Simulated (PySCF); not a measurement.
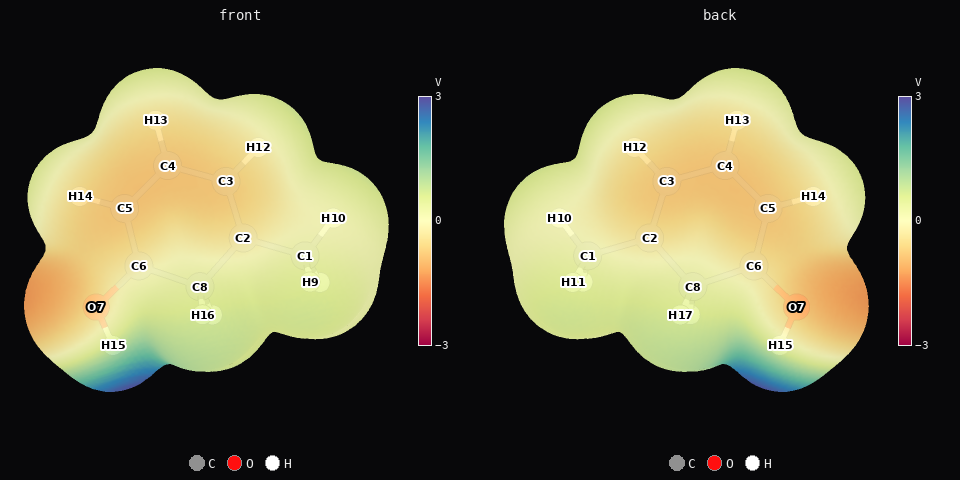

The picture shows: C$_{7}$H$_{9}$O (SMILES C[C]1C=CC=C(O)C1) (doublet). The molecular electrostatic potential painted on the density surface at 0.002 e/bohr³, seen from the front and from behind; red is negative and blue positive.

Geometry: GFN2-xTB.

Method: UKS B3LYP, pcH-1 on C H O, non-relativistic, mean-field spin-orbit, GIAO (PySCF 2.14.0, density-fitted response routines).

```xyz
17

C    -2.0784   -0.8331    0.6719
C    -0.8519   -0.0976    0.2423
C    -0.8229    1.2467    0.0488
C     0.3384    1.9199   -0.3564
C     1.5228    1.2054   -0.5769
C     1.5651   -0.1427   -0.4018
O     2.7313   -0.8204   -0.6234
C     0.3742   -0.9368    0.0305
H    -2.3553   -1.5866   -0.0681
H    -2.9156   -0.1525    0.8016
H    -1.9049   -1.3544    1.6153
H    -1.7244    1.8211    0.2107
H     0.3229    2.9873   -0.4995
H     2.4194    1.7172   -0.8897
H     2.6034   -1.7615   -0.4581
H     0.1585   -1.7188   -0.7195
H     0.6106   -1.4813    0.9624
```

### Where is the surface potential most negative and most positive?

The most negative region (about −1.3 V) lies over O7, the most positive (about +2.8 V) over H15. O7 is the likeliest acceptor of a hydrogen bond.
